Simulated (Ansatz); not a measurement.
# A family of molecules: the atomisation energy (no zero-point term)

Gas-phase molecules, one atom swapped for its congeners: SiF3 `F[Si](F)F`; SiClF2 `F[Si](F)Cl`; SiBrF2 `F[Si](F)Br`. All are doublets with charge 0.

Shapes, held fixed at every level: PBE0-D4/def2-TZVP. Programs: Ansatz 0.2.0. Values in eV.

```csv
level,SiF3,SiClF2,SiBrF2
SPW92/def2-TZVPP,20.38,18.23,17.62
PBE-D4/def2-TZVPP,17.83,15.99,15.41
BHLYP-D4/def2-TZVPP,16.45,14.73,14.16
wB97X-V/def2-TZVPP,17.44,15.63,15.00
MP2/def2-SVP,16.65,14.73,14.20
MP2/def2-TZVPP,18.12,16.07,15.46
CCSD(T)/def2-TZVPP,16.99,15.08,14.51
```

At CCSD(T)/def2-TZVPP the atomisation energy falls at every step, from 16.99 to 14.51 eV. Every level shows the same order. Open shells run unrestricted. Relativity is left out for Br. Outer-core shells of Br are correlated, in sets that cover them unevenly. Spin-orbit coupling, which grows down the group, is left out (summed over each molecule's free atoms 0.07, 0.09, 0.20 eV). Coupled cluster in double- or triple-zeta sets underbinds by a few per cent against its basis-set limit.

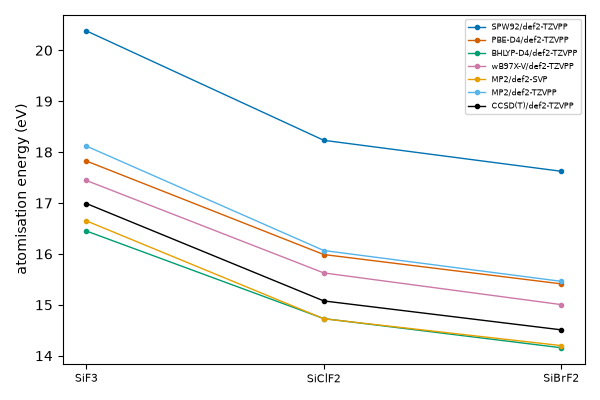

The trend along the series, level by level.
